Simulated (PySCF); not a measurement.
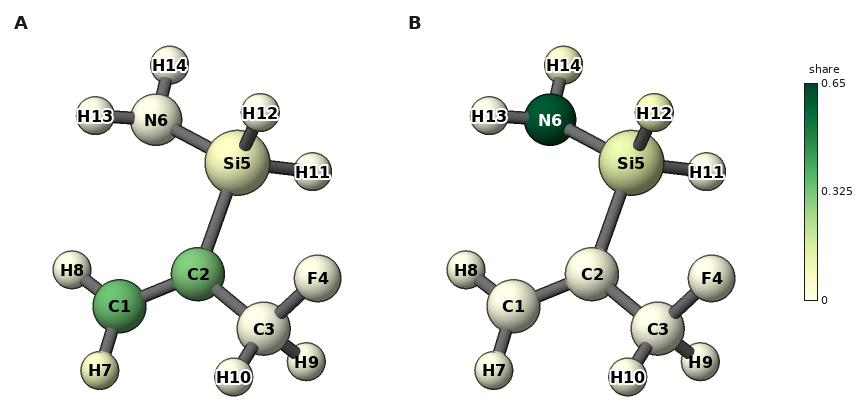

Each panel colours the atoms by their Löwdin share in one orbital (up to four of the largest shares; other atoms are shown as zero). The geometry was computed by an optimisation with GFN2-xTB. No frequency run is at hand to confirm it as a minimum. Method: PBE0/def2-SVPD (PySCF 2.14.0).

> The panels show the HOMO, LUMO, in some order. Which is which?

A: LUMO, −0.45 eV; C1 0.34, C2 0.31, Si5 0.07, H7 0.06
B: HOMO, −7.46 eV; N6 0.60, Si5 0.13, H12 0.09, H14 0.06

The geometry is semi-empirical. Around Si such bond lengths and angles can be off by a tenth of an ångström or more and by several degrees, and values that hang on the shape move with them.
